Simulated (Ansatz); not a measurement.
A series of calculations on BSiNH$_{6}$Cl$_{2}$

### Relaxation

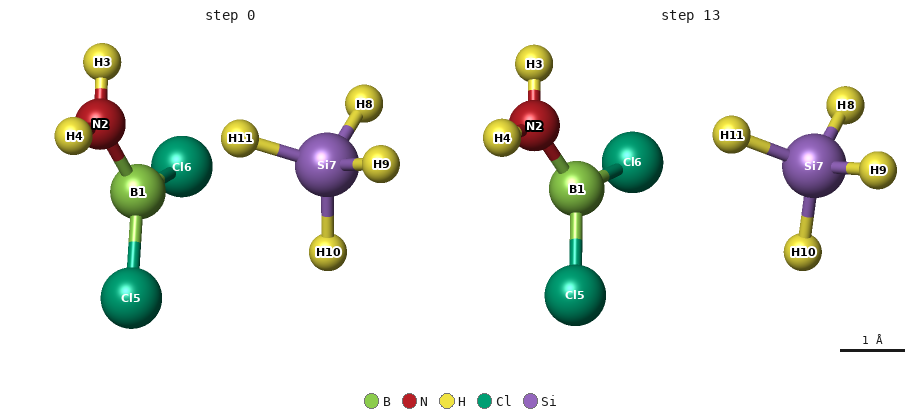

The structure of BSiNH₆Cl₂ before (left) and after (right) a relaxation, at one scale.

A ball-and-stick model, seen at a tilt.

The run prepares an end point of a later path (reaction) calculation, from a guessed geometry.

These are results of RKS PBE-D4/6-31G* (Ansatz), not measurements. Settings: no spin polarisation; force threshold 0.03 eV/Å; at most 50 steps.

Describe what moved and what it gained.

Answer. The atom that moves furthest after the best rigid fit is H9 (0.59 Å). By element the largest moves are H 0.59 Å, Si 0.44 Å, N 0.43 Å, B 0.34 Å, Cl 0.26 Å. Among the contacts that change: B1–N2 1.470 → 1.397 Å, Si7–H11 1.475 → 1.499 Å, B1–Cl5 1.770 → 1.777 Å. Over 11 accepted moves (13 points after the start) the energy falls by 8.04 kcal/mol. The largest force component goes from 2.2 to 0.023 eV/Å. The line search rejected the trial steps at points 4, 7 of the run. The forces were under the threshold at step 8, but the run went on from there. Cost: 17 s on 2 threads of Intel(R) Xeon(R) 6975P-C (Granite Rapids) (shared host), peak memory 0.16 GiB.

Limits of the set-up: the start holds two separate molecules, 2.2 Å apart at their closest, whose relative position is a soft coordinate.

### Relaxation

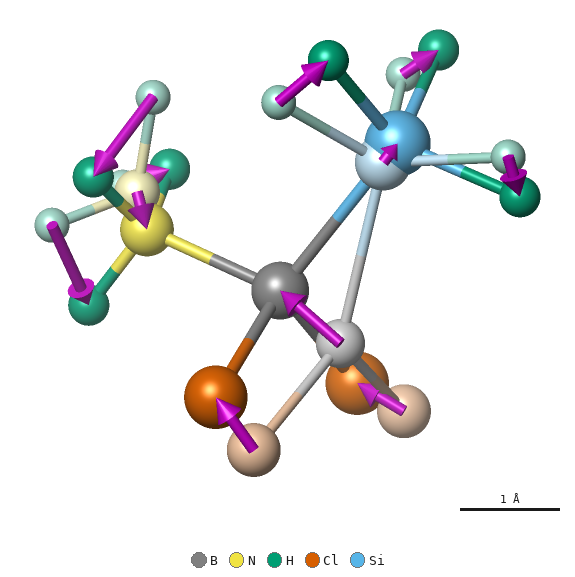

A relaxation of BSiNH$_{6}$Cl$_{2}$. The starting structure is drawn faded, the final one solid; purple arrows show the displacements, at their true length. The two geometries are superimposed by the best rigid fit.

The picture is a ball-and-stick view, seen at a tilt.

The run prepares an end point of a later path (reaction) calculation, from a guessed geometry.

Computed with RKS PBE-D4/6-31G* in Ansatz 0.2.0.

Input file:
```yaml
crystal:
  periodic: [false, false, false]
  atoms:
    - { symbol: B, position_ang: [0.004216, 0.565478, -0.443928] }
    - { symbol: "N", position_ang: [-0.325288, -0.01671, 2.20732] }
    - { symbol: H, position_ang: [-1.066237, -0.679334, 2.457795] }
    - { symbol: H, position_ang: [0.561461, -0.376173, 2.575518] }
    - { symbol: Cl, position_ang: [1.719519, 0.140064, -0.635553] }
    - { symbol: Cl, position_ang: [-1.198273, -0.482013, -1.221886] }
    - { symbol: Si, position_ang: [-0.529346, 2.258133, 0.413712] }
    - { symbol: H, position_ang: [-1.916297, 2.182685, 0.988638] }
    - { symbol: H, position_ang: [0.413061, 2.666982, 1.511671] }
    - { symbol: H, position_ang: [-0.532778, 3.39877, -0.57393] }
    - { symbol: H, position_ang: [-0.523838, 0.878618, 2.697543] }
basis:
  gaussian: { orbitals: "6-31G*" }
hamiltonian:
  xc: pbe
  dispersion: d4
relax:
  f_tol: 0.03
  max_steps: 50
```

Command:
```bash
ansatz run input.yaml --threads 2 --pin off --max-ram 3072MiB --backend cpu --events-out ev --progress --plain --runs-dir out
```

Atoms of which element are displaced furthest, and by how much?

Hydrogen: up to 1.15 Å, against 0.83 Å for boron.

What did the optimiser do to the structure, and how much energy did it gain?

Over 12 geometry steps the energy falls by 1.014 eV. Largest force component: 0.69 eV/Å at the start, 0.027 eV/Å at the end. The atom that moves furthest after the best rigid fit is H4 (1.15 Å). By element the largest moves are H 1.15 Å, B 0.83 Å, Cl 0.67 Å, N 0.40 Å, Si 0.24 Å. Among the contacts that change: B1–N2 2.734 → 1.639 Å, B1–Cl6 1.774 → 1.859 Å, B1–Cl5 1.778 → 1.860 Å, B1–Si7 1.971 → 2.043 Å. New bonds form, among them: B1–N2 (2.73 → 1.64 Å). Bond angles that change, for instance: Cl5–B1–Si7 120.9° → 112.5°, Cl5–B1–Cl6 117.7° → 113.7°, H8–Si7–H9 108.2° → 105.8°.

Limits of the set-up: the start holds two separate molecules, 2.3 Å apart at their closest, whose relative position is a soft coordinate.

### Path

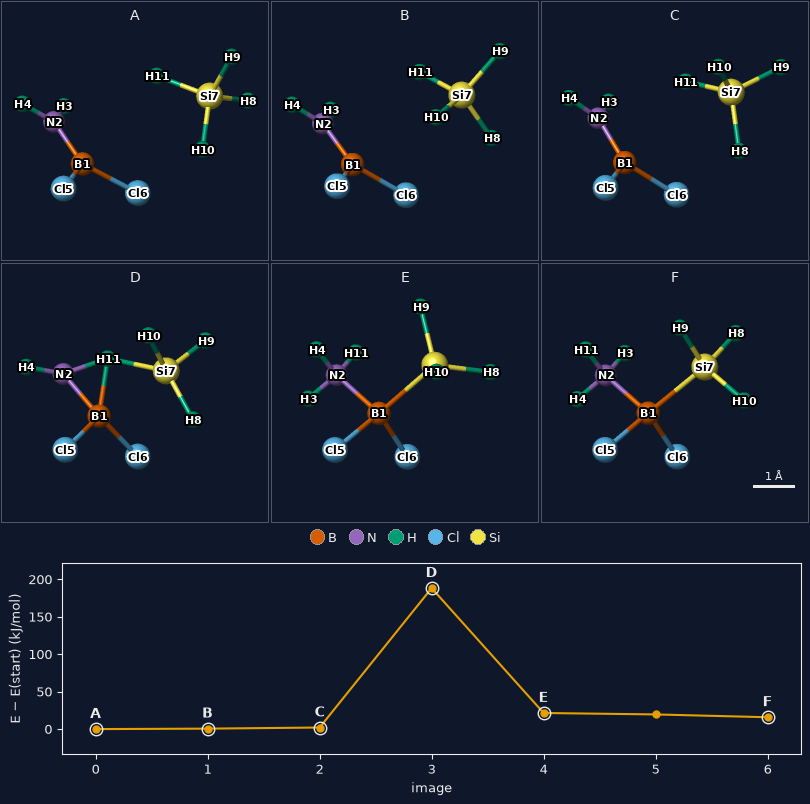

NEB run on BSiNH$_{6}$Cl$_{2}$, made up at the start of BNH2Cl2 and SiH4. Images are numbered from 0 (start) to 6 (end). Frames A to F are images 0, 1, 2, 3, 4, 6. Style: ball-and-stick. Shown at a tilt.

All numbers below come from RKS PBE-D4/6-31G* in Ansatz 0.2.0. Run with 5 movable images; climbing image; force threshold 0.05 eV/Å; iteration limit 60; starting path through a guess of the saddle point.

**Read off the barrier and say what moves.**

Breaking: Si7–H11 (1.50 → 1.84 at the top → 3.20 Å). Forming: B1–Si7 (3.92 → 2.31 at the top → 2.04 Å), N2–H11 (3.25 → 1.39 at the top → 1.03 Å). The highest point, image 3, lies 188.3 kJ/mol above the start and 172.5 kJ/mol above the end; the end is at +15.8 kJ/mol relative to the start. The band is converged. At the top, the vibrational analysis gives one imaginary mode (1259i cm⁻¹), as a transition state must have.

Limits of the set-up: the start holds two separate molecules, 3.1 Å apart at their closest, whose relative position is a soft coordinate.
